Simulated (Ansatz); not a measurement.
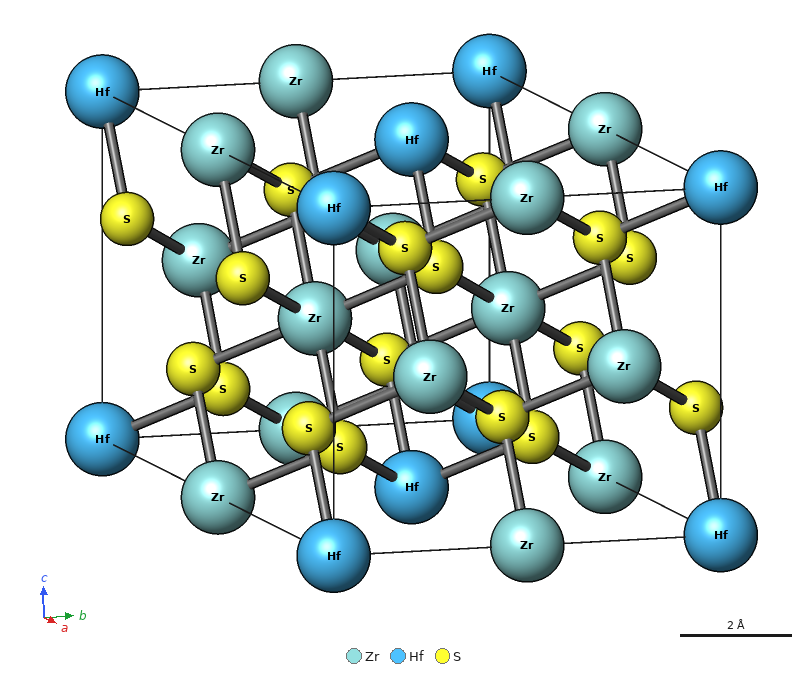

Ball-and-stick drawing of the structure, looking slightly off an axis. Lines trace the edges of the conventional unit cell.

HfZr3S8, space group C2/m (No. 12), a = 13.539 Å, b = 7.355 Å, c = 6.367 Å, α = 90.00°, β = 90.01°, γ = 90.00°. The structure comes from a structure type filled with these elements by a generator (whether the compound takes this form wasn't checked). Earlier steps of the study, as a rule a relaxation of our own, may have changed the cell and positions, so they can lie some per cent off the listed ones. It went into a calculation with Ansatz.

This one geometry was computed with Ansatz (DFT, plane waves, PAW) at three levels of theory: r2SCAN, LDA and PBE.

> Which level gives the highest pressure at this volume, and what does that say about its equilibrium volume?

Highest: PBE (0.0 GPa), which points to the largest equilibrium volume. Lowest, with the smallest volume: LDA (-4.4 GPa). Levels within 0.5 GPa of each other can't be told apart.

> How does the band gap change with the level of theory?

LDA: a gap of 1.00 eV, indirect; PBE: a gap of 1.13 eV, indirect; r2SCAN: a gap of 1.46 eV, indirect.

> Collect the results in a table.

| level | cutoff (eV) | k-mesh of the run's cell | gap (eV) | pressure (GPa) |
| --- | --- | --- | --- | --- |
| r2SCAN | 500 | 4×4×4 | 1.46 | -0.6 |
| LDA | 420 | 4×4×4 | 1.00 | -4.4 |
| PBE | 420 | 4×4×4 | 1.13 | 0.0 |

Gaps are taken on the k-mesh or band path of each run.
